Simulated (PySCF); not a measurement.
Species, as SMILES: ClCCl.
Geometry (B3LYP-D3(BJ)/def2-TZVP, fixed):
```xyz
5

C      0.0039     0.0052     0.7673
Cl    -0.0175     1.4825    -0.2263
Cl     0.0153    -1.4855    -0.2061
H     -0.8904    -0.0005     1.3784
H      0.9045     0.0193     1.3690
```

Basis-set convergence of the isotropic shielding of C1 at HF with PySCF. GIAO, no density fitting; atoms are numbered in the order shown. All functions are spherical. No added dispersion term, no relativity. Reference: the value in pcseg-3, 131.88 ppm, itself unsure by roughly 1.37 ppm (its distance from pcSseg-2). Deviations are taken from unrounded values. Cost is core time over that of 6-31G**, rough, on shared machines of one kind; a dash marks a row that isn't timed (too short, read off another run, short of memory, by another algorithm or on other hardware).

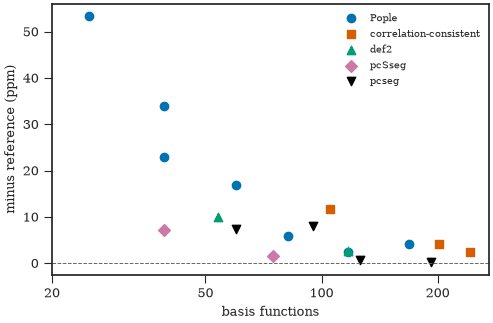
*Deviation from the reference against the number of basis functions, by family of sets.*

| basis | functions | isotropic shielding of C1 (ppm) | minus reference (ppm) | cost |
|---|---|---|---|---|
| STO-3G | 25 | 185.21 | 53.33 | - |
| 3-21G | 39 | 165.83 | 33.95 | - |
| 6-31G | 39 | 154.70 | 22.82 | - |
| pcSseg-0 | 39 | 138.95 | 7.07 | - |
| def2-SV(P) | 54 | 141.76 | 9.88 | - |
| 6-31G** | 60 | 148.81 | 16.93 | 1× |
| pcseg-1 | 60 | 139.26 | 7.38 | 0.9× |
| pcSseg-1 | 75 | 133.44 | 1.56 | 0.7× |
| 6-311G** | 82 | 137.71 | 5.84 | 1× |
| aug-pcseg-1 | 95 | 139.93 | 8.05 | 2× |
| aug-cc-pV(D+d)Z | 105 | 143.60 | 11.72 | 2× |
| 6-311++G(2d,2p) | 117 | 134.26 | 2.38 | 3× |
| def2-TZVP | 117 | 134.49 | 2.61 | 3× |
| pcseg-2 | 126 | 132.62 | 0.74 | 5× |
| 6-311++G(3df,3pd) | 169 | 135.94 | 4.06 | 10× |
| aug-pcseg-2 | 192 | 132.07 | 0.19 | 30× |
| aug-cc-pV(T+d)Z | 202 | 136.07 | 4.19 | 30× |
| cc-pV(Q+d)Z | 243 | 134.28 | 2.40 | 60× |
